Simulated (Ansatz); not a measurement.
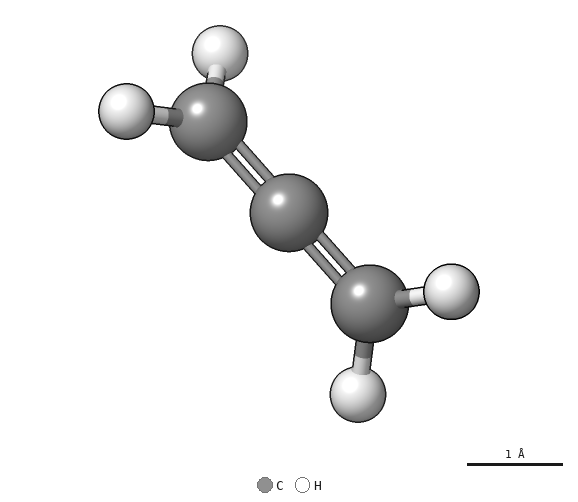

Rendered structure (ball-and-stick style). Double and triple bonds are drawn as two and three sticks.

Describe the molecule.

It has 7 atoms: 3 carbon and 4 hydrogen (C3H4). SMILES: `C=C=C`. It has no ring. The point group is D2d. Coordination: 2 C trigonal planar; 1 C linear.

The parts below concern this one geometry. Atoms keep their numbers from picture to picture. The geometry was computed by an optimisation with PBE0-D4/def2-TZVP.

**Shape**

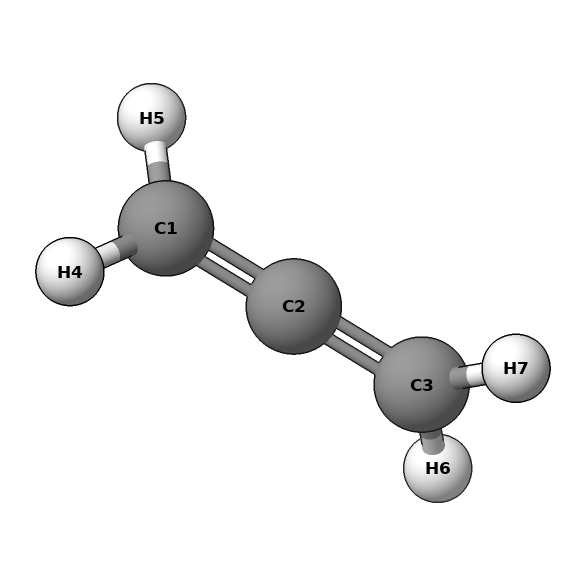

Numbered structure.

What are the angles C1–C2–C3, C2–C1–H4, H4–C1–H5?

```csv
angle,degrees
C1–C2–C3,180.0
C2–C1–H4,121.1
H4–C1–H5,117.7
```

**Levels of theory compared**

Program: Ansatz 0.2.0.

Tabulate HOMO–LUMO gap (eV), HOMO energy (eV) at these levels: BHLYP-D4/def2-TZVPP; HSE06 (plane-wave form)-D4/def2-TZVPP; PBE-D4/def2-TZVPP; PBE0-D4/def2-QZVPP; SPW92 (LDA)/def2-TZVPP; r2SCAN-D4/def2-TZVPP; ωB97M-V/def2-QZVPP; ωB97M-V/def2-TZVPP.

```csv
level,HOMO–LUMO gap (eV),HOMO energy (eV)
BHLYP-D4/def2-TZVPP,10.17,−8.76
HSE06 (plane-wave form)-D4/def2-TZVPP,7.26,−7.33
PBE-D4/def2-TZVPP,5.85,−6.55
PBE0-D4/def2-QZVPP,7.98,−7.74
SPW92 (LDA)/def2-TZVPP,5.81,−6.70
r2SCAN-D4/def2-TZVPP,6.33,−6.76
ωB97M-V/def2-QZVPP,12.14,−9.99
ωB97M-V/def2-TZVPP,12.41,−9.98
```

**Vibrations**

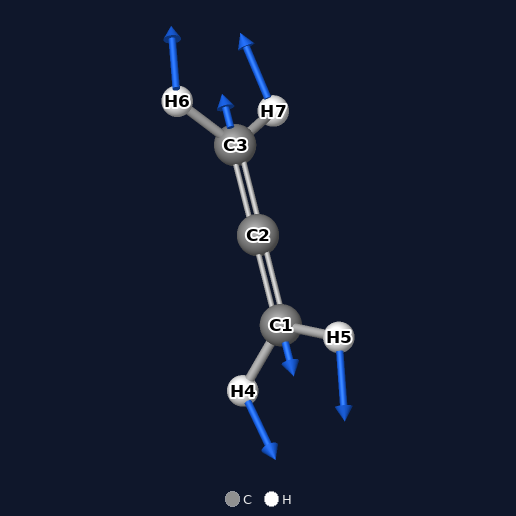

The arrows show one normal mode. Harmonic vibrations computed with RKS PBE0-D4/def2-TZVP (Ansatz 0.2.0) at a stationary point of the same level.

**Estimate its harmonic wavenumber.**

1120 cm⁻¹; it is mode 8 of 15 counted from the lowest.

**Thermal motion**

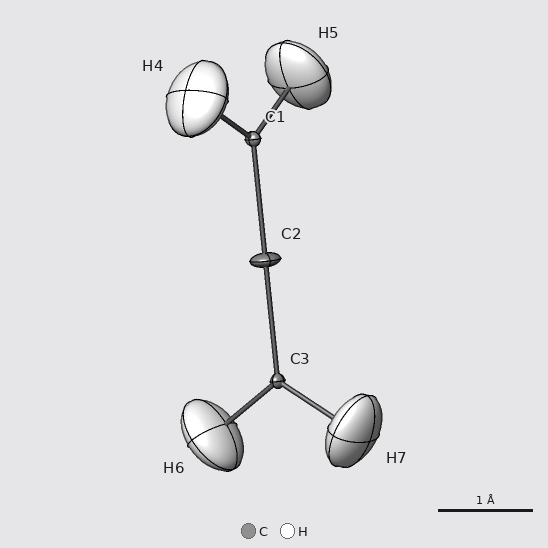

Displacement ellipsoids at the 50 % level, enlarged 2 times, from the internal vibrations of the free molecule (harmonic, no overall translation or rotation; no half-axis is drawn under 0.075 Å). Vibrations computed with RKS PBE0-D4/def2-TZVP (Ansatz 0.2.0). Temperature: 298 K.

Give the displacement parameters, one line for each set of equivalent atoms.

| atom | U_eq (Å²) | rms amplitudes (Å) |
| --- | --- | --- |
| C1, C3 | 0.00069 | 0.022, 0.026, 0.030 |
| C2 | 0.0021 | 0.022, 0.054, 0.054 |
| H4, H5, H6, H7 | 0.0132 | 0.073, 0.121, 0.140 |
